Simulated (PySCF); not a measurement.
C3H8ClOSi (SMILES C[CH]O[SiH2]CCl) (doublet)

```xyz
14

C    -2.4042    0.2621   -0.2311
C    -1.5166   -0.9088   -0.0927
O    -0.1883   -0.7769    0.0404
Si    0.8443    0.4695   -0.0753
C     2.5027   -0.3696    0.3266
Cl    3.7800    0.8648    0.2223
H    -2.5168    0.8025    0.7174
H    -3.3908   -0.0514   -0.5610
H    -1.9854    0.9670   -0.9498
H    -1.8913   -1.8873    0.1516
H     0.5562    1.5244    0.8987
H     0.8891    1.0360   -1.4262
H     2.5483   -0.7785    1.3332
H     2.7722   -1.1543   -0.3762
```

Geometry: GFN2-xTB.

These are results of UKS B3LYP, pcH-1 on C Cl H O Si, non-relativistic, mean-field spin-orbit, GIAO in PySCF 2.14.0, density-fitted response routines, not measurements.

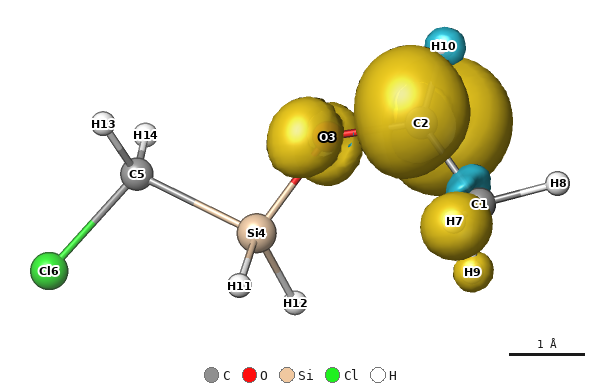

Figure 1. Isosurfaces of the spin density at +0.03 (yellow) and −0.03 e/Å³ (cyan), seen at a tilt.

Question: Where is the unpaired spin?

Answer: The unpaired spin (1 electron) lies mostly on C2 (about 0.6) and O3 (about 0.1), in electrons by Hirshfeld's partition.

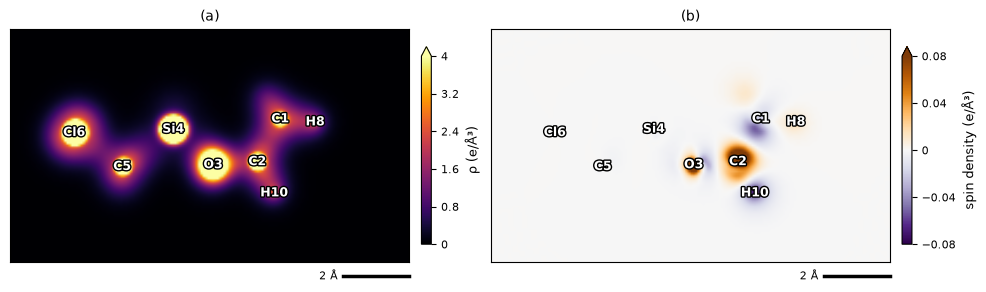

Figure 2. (a) electron density; (b) spin density on the plane of atoms C2, O3 and Si4.

Question: What do the fields say about this system?

Answer: The section cuts through C, O, Si, Cl and H sites.
C–O (1.34 Å): ρ at the midpoint is about 2.3 e/Å³.
C–C (1.48 Å): ρ at the midpoint is about 1.8 e/Å³.
Si–O (1.62 Å): ρ at the midpoint is about 1.1 e/Å³.
C–Cl (1.78 Å): the density is about 1.3 e/Å³ at the midpoint.
C–Si (1.90 Å): ρ at the midpoint is about 0.95 e/Å³.

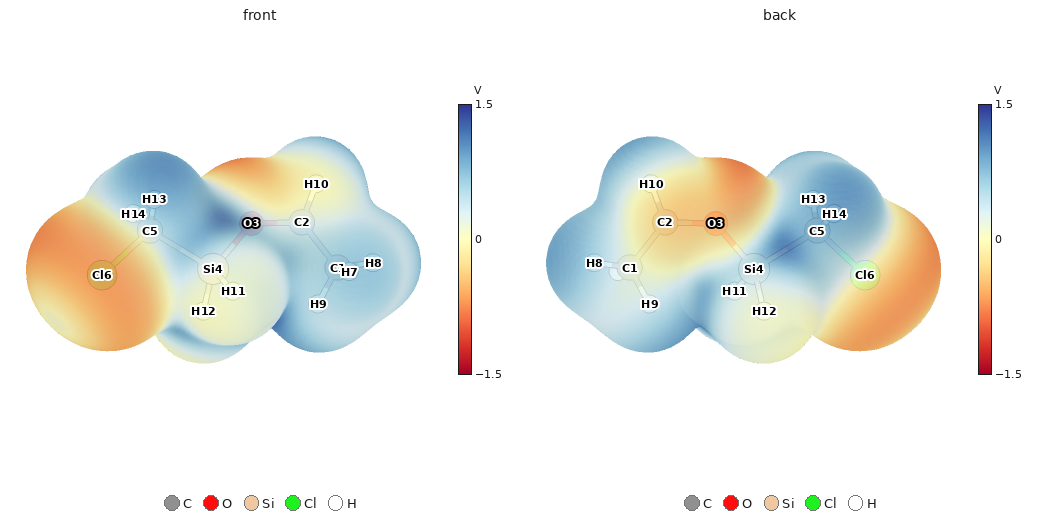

Figure 3. The molecular electrostatic potential painted on the density surface at 0.002 e/bohr³, seen from the front and from behind; red is negative and blue positive.

Question: Which sites attract a positive test charge, and which a negative one?

Answer: A positive charge is drawn to the negative regions and a negative charge to the positive ones. The most negative region (about −0.7 V) lies over O3 and Cl6, the most positive (about +1.1 V) over Si4.
